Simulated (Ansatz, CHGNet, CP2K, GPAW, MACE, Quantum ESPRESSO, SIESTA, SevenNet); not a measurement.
# CP2K on random packing of Al88Ni5Y8 (at. %) (105 atoms): settings against a plane-wave reference

How do the settings of CP2K change the result for random packing of Al88Ni5Y8 (at. %) (105 atoms)? A plane-wave run serves as the yardstick.

Main program and level: CP2K 2026.2; the method is named at each step.

## 1. Starting point

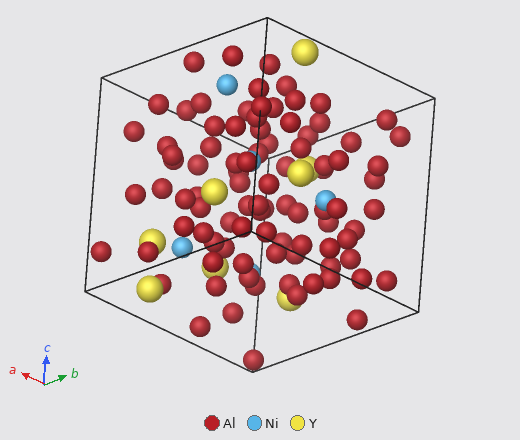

Start, viewed from a free direction; aluminium red, nickel blue, yttrium yellow. Some periodic images of atoms are drawn too.

The cell holds 105 atoms: 92 Al, 5 Ni and 8 Y. Its edges and angles: a = 12.476 Å, b = 12.476 Å, c = 12.476 Å, α = 90.0°, β = 90.0°, γ = 90.0°. 105 atoms (92 Al, 5 Ni, 8 Y) packed at random in a cube at 2.98 g/cm³ and pushed apart as soft spheres; a start for melting by ab initio MD, not an equilibrated structure. Then every atom was moved at random, 0.03 Å r.m.s. a Cartesian component.

The yardstick, on the same geometry:

* method: Kohn-Sham DFT, PBE, PAW, plane waves (Ansatz 0.2.0); cutoff 420 eV, Γ point, fermi-dirac smearing of 0.05 eV, spin polarised, started with 5 parallel moments, ending at 0.0 μB in the cell; PAW set soft_2
* r.m.s. force component: 1.357 eV/Å
* longest force: 5.31 eV/Å
* pressure: 15.46 GPa
* SCF cycles: 30
* time: 2.1 min on 4 threads of Arm Neoverse V1, shared host
* CPU time: 8.1 min

## 2. PBE, DZVP-MOLOPT-SR, 800/50 Ry, diagonalisation

Method: Kohn-Sham DFT, PBE, GTH-PBE pseudopotentials, Gaussian and plane waves, DZVP-MOLOPT-SR-GTH, diagonalisation.

File input.inp:

```
&GLOBAL
  PROJECT cell
  RUN_TYPE ENERGY_FORCE
  PRINT_LEVEL LOW
&END GLOBAL
&FORCE_EVAL
  METHOD QS
  STRESS_TENSOR ANALYTICAL
  &DFT
    BASIS_SET_FILE_NAME BASIS_MOLOPT
    POTENTIAL_FILE_NAME GTH_POTENTIALS
    UKS T
    MULTIPLICITY 5
    &MGRID
      CUTOFF 800
      REL_CUTOFF 50
      NGRIDS 5
    &END MGRID
    &QS
      EPS_DEFAULT 1.0E-12
    &END QS
    &SCF
      SCF_GUESS ATOMIC
      EPS_SCF 5.0E-06
      MAX_SCF 200
      ADDED_MOS 48 48
      &DIAGONALIZATION
        ALGORITHM STANDARD
      &END DIAGONALIZATION
      &SMEAR ON
        METHOD FERMI_DIRAC
        ELECTRONIC_TEMPERATURE [K] 580
      &END SMEAR
      &MIXING
        METHOD BROYDEN_MIXING
        ALPHA 0.15
        NBROYDEN 12
      &END MIXING
      &PRINT
        &RESTART OFF
        &END RESTART
      &END PRINT
    &END SCF
    &XC
      &XC_FUNCTIONAL PBE
      &END XC_FUNCTIONAL
    &END XC
    &PRINT
      &MULLIKEN ON
      &END MULLIKEN
      &HIRSHFELD ON
        SHAPE_FUNCTION DENSITY
      &END HIRSHFELD
    &END PRINT
  &END DFT
  &SUBSYS
    &CELL
      A 12.47570 0.00000 0.00000
      B 0.00000 12.47570 0.00000
      C 0.00000 0.00000 12.47570
    &END CELL
    &COORD
      Al 8.83142 9.64721 4.92853
      Al 3.27200 6.52092 1.43545
      Al 5.98260 6.07454 5.48494
      Al 8.92749 11.28801 9.32858
      Al 9.12049 1.74298 6.78304
      Al 8.96566 9.15242 12.00499
      Al 3.50293 9.19734 1.56021
      Al 11.06432 4.41889 7.24352
      Al 2.11476 3.91937 7.85458
      Al 1.83879 8.87471 3.42196
      Al 7.25050 6.44507 1.79201
      Al 4.59218 4.11785 2.63836
      Al 2.22180 8.65140 10.15035
      Al 8.10209 1.34775 8.97452
      Al 2.22566 0.52273 2.47181
      Al 11.81050 9.93428 7.10404
      Al 10.11991 6.49510 8.71315
      Al 9.45446 4.59293 10.84276
      Al 0.31476 8.62058 8.72575
      Al 5.62168 10.23731 0.16131
      Al 6.39454 12.11964 1.42061
      Al 2.09754 11.13968 10.79198
      Al 6.65753 1.86549 7.20347
      Al 11.77818 0.26386 2.51822
      Al 7.92020 6.00780 7.52372
      Al 6.31532 9.21405 8.10958
      Al 6.20417 12.07897 6.62460
      Al 0.58823 5.60009 6.96381
      Al 3.41647 1.09449 7.16068
      Al 0.58224 2.03404 11.20480
      Al 5.24129 1.32542 0.31763
      Al 6.64106 3.83678 1.44244
      Al 1.09362 6.59141 3.88631
      Al 9.99566 4.53454 5.05727
      Al 4.01031 8.64840 8.11869
      Al 0.33160 0.36317 0.49703
      Al 7.77860 8.39789 10.14025
      Al 11.17798 1.92899 5.61681
      Al 11.56734 3.59936 10.25415
      Al 3.81919 12.00000 0.64013
      Al 3.04045 3.10595 11.31696
      Al 8.12467 1.14976 1.74772
      Al 4.29139 2.51398 8.74447
      Al 0.91921 8.77366 0.25401
      Al 2.36315 4.87488 2.85519
      Al 6.26530 2.20895 10.15522
      Al 5.10593 4.63310 9.54478
      Al 5.21384 0.16668 10.08186
      Al 6.43771 10.59811 10.28197
      Al 1.14552 8.26291 5.53472
      Al 9.93764 2.76374 8.64816
      Al 12.31876 7.10828 1.86387
      Al 7.59633 7.63301 4.73465
      Al 7.86493 4.72380 3.29783
      Al 1.47725 1.48561 8.57767
      Al 0.84997 5.16831 10.10644
[... 32 atom lines left out ...]
      Al 9.55851 9.09503 8.72763
      Al 9.93515 12.13848 7.41406
      Al 3.16509 5.96688 6.43122
      Al 11.09402 5.56591 12.34645
      Ni_up 8.81620 8.07839 6.71604
      Ni_up 7.45273 1.85289 3.94432
      Ni_up 5.32862 10.38652 5.08784
      Ni_up 0.90524 0.17017 5.40061
      Ni_up 11.02590 8.20040 10.30455
      Y 9.01319 11.85840 11.92689
      Y 10.01749 2.35866 0.41457
      Y 0.15170 2.63849 3.55869
      Y 9.99029 2.24388 3.18779
      Y 9.04576 12.27908 4.74364
      Y 11.10075 7.93242 4.11137
      Y 3.82318 0.60707 4.54615
      Y 2.98094 6.19119 8.97901
    &END COORD
    &KIND Al
      BASIS_SET DZVP-MOLOPT-SR-GTH-q3
      POTENTIAL GTH-PBE-q3
    &END KIND
    &KIND Ni_up
      ELEMENT Ni
      BASIS_SET DZVP-MOLOPT-SR-GTH-q18
      POTENTIAL GTH-PBE-q18
      MAGNETIZATION 0.6
    &END KIND
    &KIND Y
      BASIS_SET DZVP-MOLOPT-SR-GTH-q11
      POTENTIAL GTH-PBE-q11
    &END KIND
  &END SUBSYS
  &PRINT
    &FORCES ON
    &END FORCES
    &STRESS_TENSOR ON
    &END STRESS_TENSOR
  &END PRINT
&END FORCE_EVAL
```

On the command line:

```
> OMP_NUM_THREADS=2 cp2k.psmp -i input.inp > output.txt
```

Numbers of over 12 decimals in the logs are rounded to 6 here.

Log:

```text
CP2K| version string:                                       CP2K version 2026.2
 CP2K| Input file name                                                 input.inp
 GLOBAL| Basis set file name                                        BASIS_MOLOPT
 GLOBAL| Potential file name                                      GTH_POTENTIALS
 GLOBAL| Run type                                                   ENERGY_FORCE
 GLOBAL| Total number of message passing processes                             1
 GLOBAL| Number of threads for this process                                    2
 TOTAL NUMBERS AND MAXIMUM NUMBERS
  Total number of            - Atomic kinds:                                   3
                             - Atoms:                                        105
                             - Shell sets:                                   105
                             - Shells:                                       564
                             - Primitive Cartesian functions:                454
                             - Cartesian basis functions:                   1691
                             - Spherical basis functions:                   1534
  Maximum angular momentum of- Orbital basis functions:                        3
                             - Local part of the GTH pseudopotential:          2
                             - Non-local part of the GTH pseudopotential:      4
 SCF PARAMETERS         Density guess:                                    ATOMIC
                        max_scf:                                             200
                        eps_scf:                                        5.00E-06
                        added MOs                                        48   48
                        Mixing method:                            BROYDEN_MIXING
                                                charge density mixing in g-space
                        Smear method:                                FERMI_DIRAC
                        Electronic temperature [K]:                        580.0
                        Electronic temperature [a.u.]:                  1.84E-03
                        Accuracy threshold:                             1.00E-10
 Extrapolation method: initial_guess
 Spin 1
 Number of electrons:                                                        229
 Number of occupied orbitals:                                                229
 Number of molecular orbitals:                                               277
 Spin 2
 Number of electrons:                                                        225
 Number of occupied orbitals:                                                225
 Number of molecular orbitals:                                               273
 Number of orbital functions:                                               1534
 Number of independent orbital functions:                                   1534
 SCF WAVEFUNCTION OPTIMIZATION
  Step     Update method      Time    Convergence         Total energy    Change
     1 NoMix/Diag. 0.15E+00   23.1     0.78221075     -1357.9609541860 -1.36E+03
     2 Broy./Diag. 0.15E+00   31.2     0.25945509     -1310.0504578101  4.79E+01
     3 Broy./Diag. 0.15E+00   32.0     0.10482460     -1349.8796369540 -3.98E+01
     4 Broy./Diag. 0.15E+00   31.6     0.13277780     -1343.0129833547  6.87E+00
     5 Broy./Diag. 0.15E+00   31.4     0.11563188     -1348.6096759411 -5.60E+00
     6 Broy./Diag. 0.15E+00   31.1     0.02457734     -1344.0108216456  4.60E+00
     7 Broy./Diag. 0.15E+00   31.2     0.02339597     -1340.3320941215  3.68E+00
[...]
27 Broy./Diag. 0.15E+00   34.2     0.00000876     -1341.2221336320 -7.56E-06
    28 Broy./Diag. 0.15E+00   34.3     0.00000559     -1341.2221333416  2.90E-07
    29 Broy./Diag. 0.15E+00   34.0     0.00000168     -1341.2221387704 -5.43E-06
  *** SCF run converged in    29 steps ***
  Electronic density on regular grids:       -453.9999999998        0.0000000002
  Core density on regular grids:              453.9999999991       -0.0000000009
  Total charge density on r-space grids:       -0.0000000007
  Total charge density g-space grids:          -0.0000000007
  Overlap energy of the core charge distribution:               7.1051e-10
  Self energy of the core charge distribution:              -2399.629802
  Core Hamiltonian energy:                                    608.764112
  Hartree energy:                                             649.833211
  Exchange-correlation energy:                               -200.172431
  Electronic entropic energy:                                  -0.017229
  Fermi energy:                                                 0.232437
  Total energy:                                             -1341.222139
  Total energy (extrapolated to T->0):                      -1341.213524
  Integrated spin density:                                          0.0000686567
  Integrated absolute spin density:                                 0.0009205191
 !-----------------------------------------------------------------------------!
                     Mulliken Population Analysis
 #  Atom  Element  Kind  Atomic population (alpha,beta) Net charge  Spin moment
       1     Al       1         1.254506     1.254489     0.491005     0.000018
       2     Al       1         1.495068     1.495070     0.009861    -0.000002
       3     Al       1         1.419213     1.419216     0.161570    -0.000003
       4     Al       1         1.374616     1.374611     0.250773     0.000004
       5     Al       1         1.452697     1.452692     0.094611     0.000005
       6     Al       1         1.552714     1.552698    -0.105412     0.000015
[...]
103     Y        3         5.692174     5.692149    -0.384323     0.000026
     104     Y        3         5.789629     5.789622    -0.579251     0.000006
     105     Y        3         5.615603     5.615614    -0.231216    -0.000011
 # Total charge and spin      227.000034   226.999966     0.000000     0.000069
 !-----------------------------------------------------------------------------!
 !-----------------------------------------------------------------------------!
                           Hirshfeld Charges
  #Atom  Element  Kind  Ref Charge     Population       Spin moment  Net charge
      1       Al     1       3.000    1.504   1.504            0.000     -0.008
      2       Al     1       3.000    1.494   1.494           -0.000      0.011
      3       Al     1       3.000    1.486   1.486           -0.000      0.028
      4       Al     1       3.000    1.530   1.530            0.000     -0.060
      5       Al     1       3.000    1.530   1.530            0.000     -0.061
      6       Al     1       3.000    1.507   1.507            0.000     -0.015
[...]
103       Y      3      11.000    5.435   5.435            0.000      0.130
    104       Y      3      11.000    5.482   5.482           -0.000      0.035
    105       Y      3      11.000    5.523   5.523           -0.000     -0.047
  Total Charge                                                            0.000
 !-----------------------------------------------------------------------------!
 ENERGY| Total FORCE_EVAL ( QS ) energy [hartree]          -1341.222139
 FORCES| Atomic forces [hartree/bohr]
 FORCES|   Atom     x               y               z               |f|
 FORCES|      1  4.02715327E-03  8.42440671E-03  1.34606033E-02   1.63821987E-02
 FORCES|      2  6.83088526E-03  2.25170595E-02  5.84850133E-03   2.42463179E-02
 FORCES|      3 -2.19397620E-02 -4.01911770E-02  2.97012086E-02   5.45788023E-02
 FORCES|      4 -7.98028192E-02 -1.81167677E-02  2.67710634E-03   8.18771892E-02
 FORCES|      5 -2.64434008E-02  8.98269856E-03 -4.21085720E-02   5.05279542E-02
 FORCES|      6 -1.76429196E-02  8.74231147E-03  1.50570972E-02   2.47874323E-02
[...]
FORCES|    103 -1.83270411E-02  3.07601130E-02  4.33806890E-02   5.62489925E-02
 FORCES|    104 -1.12416261E-02 -1.56412171E-02  5.68647442E-02   6.00384957E-02
 FORCES|    105  1.64361230E-02  2.40972130E-02  1.61585932E-02   3.33454937E-02
 FORCES| Sum    -8.95783490E-04 -1.33735913E-03  2.59799308E-03
 FORCES| Total atomic force                                       3.05622734E-03
 STRESS| Analytical stress tensor [bar]
 STRESS|                        x                   y                   z
 STRESS|      x        1.42086361727E+05   2.46873860703E+04   2.83539050471E+04
 STRESS|      y        2.46873860703E+04   1.58954248499E+05  -2.33563506701E+03
 STRESS|      z        2.83539050471E+04  -2.33563506701E+03   1.54538404270E+05
 STRESS| 1/3 Trace                                             1.51859671498E+05
```

Elapsed: 18 min, on 2 threads of Arm Neoverse V1, shared host; peak memory 13 GiB.

Banners, paths, timers and routine set-up lines are dropped from the logs unmarked, and long logs keep their key lines alone; longer cuts are marked.

Numbers from this run, and their distance from the reference:

- r.m.s. force component: 1.346 eV/Å
- r.m.s. difference of force components: 30.21 meV/Å
- longest difference of force vectors: 124.8 meV/Å
- force difference over r.m.s. force: 2.226 %
- slope of forces against the reference's: 0.992
- correlation of force components: 0.9998
- pressure: 15.19 GPa
- pressure difference: -0.2741 GPa

Length of the force difference by element (eV/Å):

```csv
element,atoms,mean,most
Al,92,0.047,0.12
Ni,5,0.060,0.085
Y,8,0.038,0.067
```

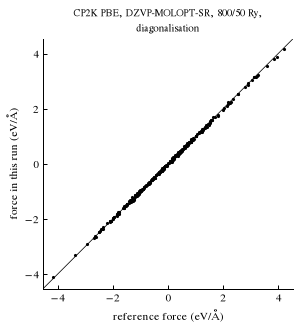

Force components against those of the reference; the line marks equality.

Local excerpt of 12 atoms (numbers count through the whole input) about Al83, which bears the longest force; x, y, z are measured from there.

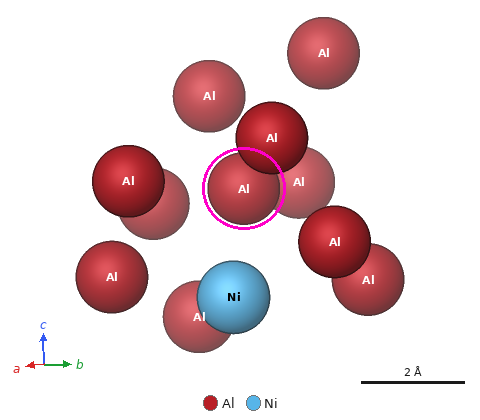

The atoms of the table, within 3.2 Å (arrows a, b, c point along x, y, z); some may hide others; the central atom is ringed.

| atom | x | y | z | distance (Å) | bonds | Hirshfeld charge (e) | Fx | Fy | Fz (eV/Å) |
| --- | --- | --- | --- | --- | --- | --- | --- | --- | --- |
| Al83 | 0.00 | 0.00 | 0.00 | 0.00 | 4 | 0.02 | 3.89 | 3.22 | -1.36 |
| Al90 | -2.27 | -0.11 | -0.04 | 2.28 | 5 | -0.03 | -1.45 | -1.30 | -1.21 |
| Al65 | -0.88 | -1.26 | 1.74 | 2.32 | 7 | -0.03 | -0.06 | -1.00 | 1.34 |
| Al16 | -0.40 | -2.31 | -0.35 | 2.37 | 4 | -0.01 | -1.03 | -2.47 | -2.06 |
| Ni96 | 1.17 | 0.40 | -2.05 | 2.39 | 4 | -0.12 | -0.18 | 0.32 | -0.53 |
| Al55 | 1.75 | 1.72 | 1.13 | 2.70 | 4 | 0.00 | -2.36 | -0.56 | 1.29 |
| Al38 | -1.03 | 2.16 | -1.83 | 3.01 | 4 | 0.00 | 0.28 | -1.05 | 1.71 |
| Al70 | -0.63 | -1.47 | -2.57 | 3.03 | 4 | 0.05 | 0.90 | 1.01 | -1.51 |
| Al63 | 1.17 | 2.74 | -0.94 | 3.12 | 5 | 0.00 | -0.99 | -1.29 | -1.96 |
| Al66 | 3.02 | -0.82 | 0.34 | 3.14 | 2 | 0.07 | 0.22 | -1.00 | 2.80 |
| Al80 | 2.17 | -1.76 | -1.61 | 3.22 | 4 | 0.03 | -0.33 | 1.16 | -2.08 |
| Al79 | -1.85 | 0.79 | 2.53 | 3.24 | 5 | 0.01 | 2.22 | 3.55 | 0.29 |

Forces lie 2.2 % from the reference's, at 3.9 times its CPU time (on 2 against 4 cores).

[end of part 1 of 2]

[Also dropped from logs without a mark: logging warnings of Python, and SIESTA's first energy breakdown and zero terms.]

[Logs are printed without paths, hosts, clocks, repeated set-up lines and the standing remarks that a program may print on its own settings, such as how far it seeks lower states.]

[Hosts, paths, dates, database ids (printed as entryN), source tags and the programs' standing remarks are cut or masked in the printed files.]
